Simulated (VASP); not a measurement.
Band structure of Sr (fcc). Computed with vdW-DF-cx, VASP's PBE PAW potentials (set 64) (plane waves; VASP).

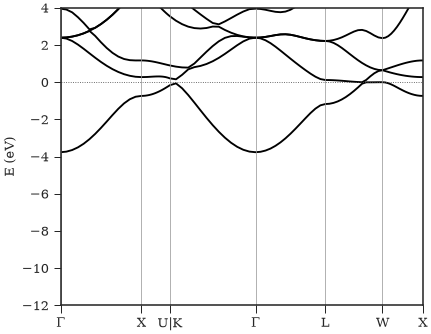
Bands along high-symmetry lines, zero at the valence-band maximum or, without a gap, the Fermi level

Q: Read the plot: is there a gap, and where are the band edges?

A: It has no gap at this level: it comes out as a metal or semimetal. (Edges off the drawn lines would not show.)

The compound is Sr in the fcc structure. It was relaxed first, which changed the volume by -8 %.
